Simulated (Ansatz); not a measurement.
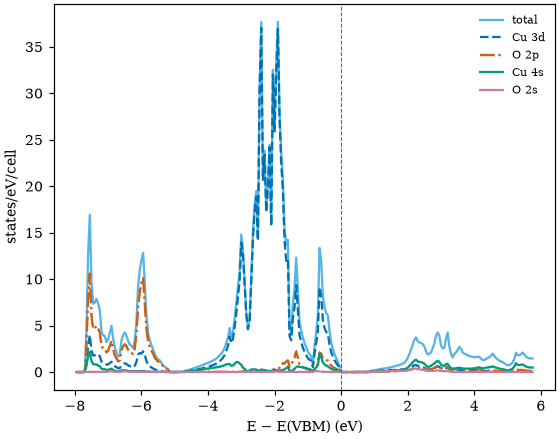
Figure. Total and projected density of states of Cu$_{2}$O in space group Pn-3m (No. 224; Cu on 4b, O on 2a), the program Ansatz at the r²SCAN level (PAW)

Task: Which orbitals carry the states next to the gap?

Result: Top 1 eV of the valence band: Cu 3d 69 %, O 2p 17 %, Cu 4s 13 %. Bottom 1 eV of the conduction band: Cu 3d 40 %, Cu 4s 25 %, O 2s 19 %, O 2p 11 %. Projections are on Löwdin-orthogonalised atomic valence shells; empty p or d shells of many metals are not among them.

Task: Where is the tallest occupied peak in this window, and what makes it?

Result: Near -1.9 eV, about 38 states/eV per cell; the largest projected share is Cu 3d.

The r²SCAN relaxation kept the symmetry of its start. The workflow began spin-polarised and lost its moments. No Hubbard U is applied.

Potentials: the earlier of the program's two PAW sets.
